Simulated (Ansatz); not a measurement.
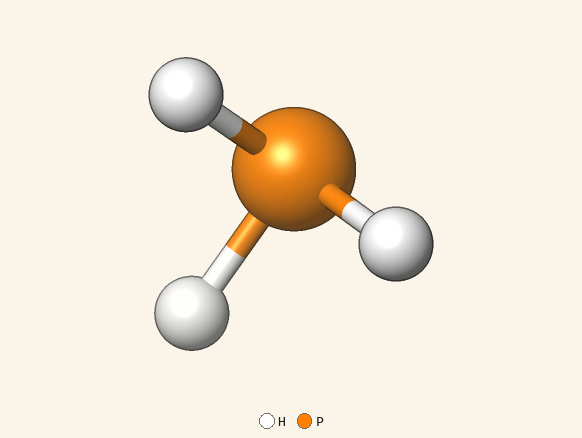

Every bond is drawn as one stick, whatever its order.

Description:

Formula PH3. This geometry has C3v symmetry. Coordination: 1 P trigonal pyramidal.

The parts below concern this one geometry. Atoms keep their numbers from picture to picture. Computed geometry: PBE0-D4/def2-TZVP optimisation.

**Electronic properties**

Method: RKS PBE0-D4/def2-TZVPP (Ansatz 0.2.0).

Give the LUMO energy (Kohn–Sham orbital) at this level.

0.78 eV.

Estimate the HOMO energy (Kohn–Sham orbital).

−7.86 eV.

**Dipole moment**

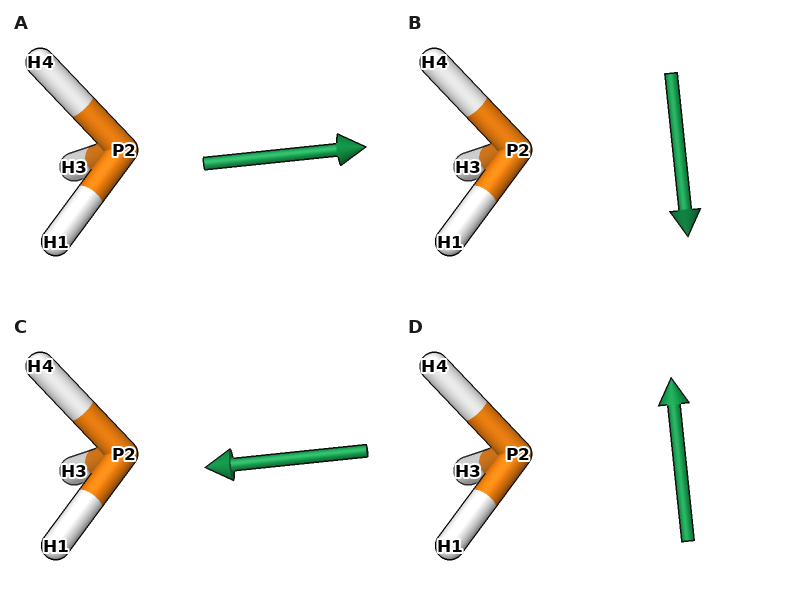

The same molecule four times, each with an arrow. Method: RKS PBE0-D4/def2-TZVP (Ansatz 0.2.0).

Which arrow points along the dipole moment, from the negative to the positive end?

C. The dipole moment is 0.70 D; it points from the side of P2 to the side of H1, H3, H4 (the outermost atoms at the two ends).

**Thermal motion**

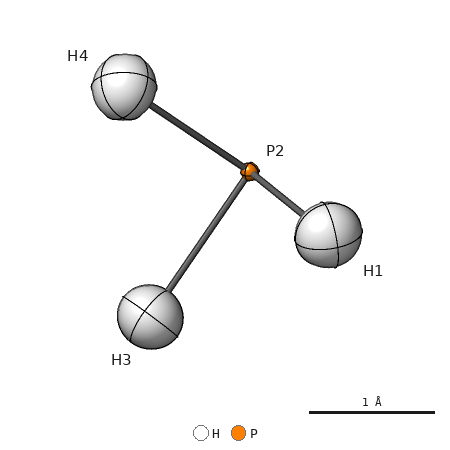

Displacement ellipsoids at the 50 % level, enlarged 2 times, from the internal vibrations of the free molecule (harmonic, no overall translation or rotation; no half-axis is drawn under 0.075 Å). Vibrations computed with RKS PBE0-D4/def2-TZVP (Ansatz 0.2.0). Temperature: 400 K.

Which atom moves most?

H1, H3, H4, with U_eq = 0.0074 Å².

List U_eq and the three principal root-mean-square amplitudes for each kind of atom.

| atom | U_eq (Å²) | rms amplitudes (Å) |
| --- | --- | --- |
| H1, H3, H4 | 0.0074 | 0.082, 0.088, 0.088 |
| P2 | 0.00002 | 0.004, 0.004, 0.007 |
